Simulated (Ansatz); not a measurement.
**FHOZn + H₂: a complex and its separated parts**

Aim: how far the complex at one end of a reaction step lies below its separated, relaxed parts, level by level.

The runs use Ansatz 0.2.0, Gaussian basis; PBE0-D4/def2-TZVP structures, single points in def2-TZVPP, no counterpoise correction.

Levels: SPW92, PBE-D4, BLYP-D4, r2SCAN-D4, B97M-V, PBE0-D4, B3LYP-D4, r2SCAN0-D4, BHLYP-D4, CAM-B3LYP-D4, wB97X-V, wB97M-V, B2PLYP, PBE-QIDH, RPA on PBE, Hartree-Fock, MP2, CCSD, CCSD(T).

Cores are frozen in the correlated methods. The 3s and 3p shells of Cu and Zn are frozen; filled d shells are correlated. B3LYP uses VWN-RPA correlation. B2PLYP carries no dispersion term here.

21 further runs of the same task are left out: 21 set aside as unsound or not needed.

### 1 Starting geometry

The complex: 6 atoms, charge 0, spin multiplicity 1.

Atoms are counted from 1 here; the program's logs count them from 0.

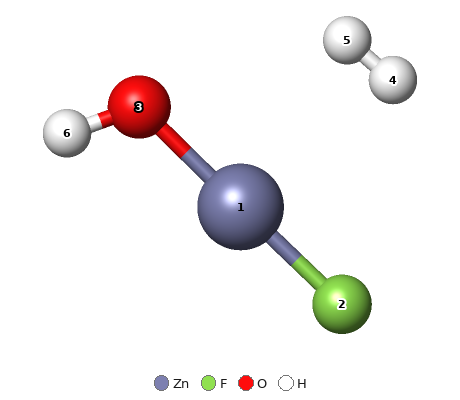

The starting geometry (zinc blue, fluorine green, oxygen red, hydrogen white); atoms are numbered from 1 in the order of the file.

Coordinates:

```
Zn   -0.4328   -0.6568   -0.0343
F    -0.6890   -1.4693   -1.5569
O    -0.1599    0.1822    1.4945
H     0.8816    0.9182   -1.4192
H     0.9718    1.2425   -0.7471
H    -0.5715   -0.2168    2.2630
```

Its parts: FHOZn holds atoms 1, 2, 3, 6; H₂ holds atoms 4, 5. Each part counts its atoms afresh in its own runs.

### 2 Relaxing FHOZn alone

relax-a/in.yaml

```yaml
crystal:
  periodic: [false, false, false]
  atoms:
    - {symbol: Zn, position_ang: [-0.432758, -0.656758, -0.034250]}
    - {symbol: F, position_ang: [-0.689020, -1.469280, -1.556881]}
    - {symbol: O, position_ang: [-0.159942, 0.182214, 1.494500]}
    - {symbol: H, position_ang: [-0.571527, -0.216838, 2.262994]}
basis:
  gaussian: {orbitals: def2-TZVP}
hamiltonian: {xc: pbe0, dispersion: d4}
relax: {f_tol: 0.005, max_steps: 200}
```

The command line of these runs was not kept.

Further steps of the session: Relaxing H₂ alone; wB97M-V/def2-TZVPP; CCSD(T)/def2-TZVPP; Vibrations of FHOZn; Vibrations of H₂.

**Question.** What will these runs give? Wanted: complex less parts, CCSD(T)/def2-TZVPP; with zero-point energy; largest T1 diagnostic.

As calculated:

```
                              quantity      value
complex less parts, CCSD(T)/def2-TZVPP  -0.072 eV
                with zero-point energy  +0.005 eV
                 largest T1 diagnostic      0.018
```

At CCSD(T) the complex lies 0.072 eV below its parts. Among the functionals B3LYP-D4 lands nearest to CCSD(T) (+0.001 eV) and SPW92 farthest (-0.122 eV). By rung, the mean size of the error is: LDA 0.122, GGA 0.019, meta-GGA 0.020, hybrid 0.021, range-separated hybrid 0.018, double hybrid 0.014 eV. PBE-D4 gives a relative energy 0.016 eV too low, an error of 22 % of the reference. No counterpoise was applied, and triple zeta lacks some correlation, so the CCSD(T) reference has a basis error of its own, and close matches with it are partly luck.
